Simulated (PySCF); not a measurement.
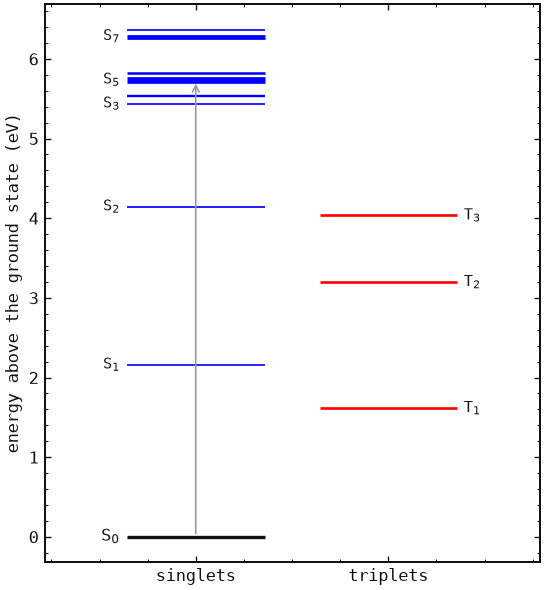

State diagram of C₂H₇GeNS, SMILES C[C](=S)[GeH2][NH2], singlet. Vertical TDDFT excitations, PBE0/def2-SVPD in PySCF, at a GFN2-xTB geometry (no frequency check), gas phase. Triplets in the Tamm-Dancoff approximation; only the lowest 8 singlets and 3 triplets were computed. Thicker singlet lines are brighter; the arrow marks the brightest.

### How many of the triplet levels drawn lie below S1?

1 of 3 (T1 1.61 eV, T2 3.20 eV, T3 4.03 eV; S1 2.15 eV).

### What is the vertical gap between S1 and T1?

0.54 eV: S1 at 2.15 eV, T1 at 1.61 eV.

### What are the energy, strength and character of the state that the arrow marks?

S5 at 5.73 eV (216 nm), f = 0.187, mainly HOMO−2 → LUMO (81 %).

Caveats: states above the negative HOMO energy depend on the basis; the tight-binding geometry is rougher than a DFT one and adds to the error; one conformer of a flexible molecule; core orbitals are frozen in the response.
